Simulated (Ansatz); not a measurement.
ZnCu2GeS4: Ge → Sn

The parent structure is ZnCu₂GeS₄ (space group I-4, No. 82; a = 5.267 Å, c = 10.485 Å).

Now apply this change: full substitution Ge → Sn, then cell and atoms are relaxed.

All numbers come from plane-wave PAW DFT at the PBEsol level (Ansatz, a quantum-chemistry and plane-wave program, 420 eV), scalar-relativistic without spin-orbit coupling. k-mesh 9×9×9 (Γ-centred); smearing 0.05 eV (Fermi–Dirac).

```json
[
 {"quantity": "density", "base": "4.49 g/cm³", "changed": "4.70 g/cm³", "shift": "+0.21 g/cm³"},
 {"quantity": "lattice parameter a", "base": "5.267 Å", "changed": "5.374 Å", "shift": "+0.107 Å"},
 {"quantity": "c/a ratio", "base": "1.991", "changed": "2.001", "shift": "+0.010"},
 {"quantity": "band gap (uncertain: the Fermi level lies in a band; the changed cell)", "base": "0.60 eV", "changed": "0.11 eV", "shift": "-0.49 eV"}
]
```

Final structure:

```
CELL_PARAMETERS angstrom
     -2.68699     2.68699     5.37678
      2.68699    -2.68699     5.37678
      2.68699     2.68699    -5.37678
ATOMIC_POSITIONS crystal
  Cu 0.00000 0.00000 0.00000
  Cu 0.75000 0.25000 0.50000
  Zn 0.25000 0.75000 0.50000
  Sn 0.50000 0.50000 0.00000
  S  0.63866 0.62967 0.52819
  S  0.10148 0.11047 0.47181
  S  0.37033 0.89852 0.00899
  S  0.88953 0.36134 0.99101
```

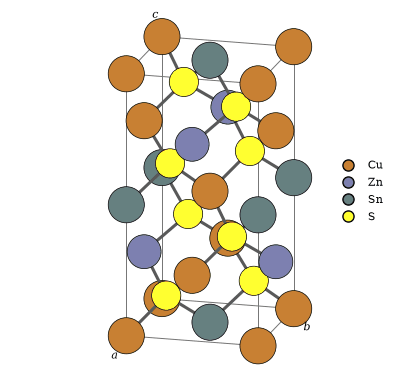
*The relaxed conventional cell after the change*

Stability against distortions was not tested. The final runs are not spin-polarised. A zero or small gap of ZnCu2SnS4 can be the functional's error rather than a property of the material.
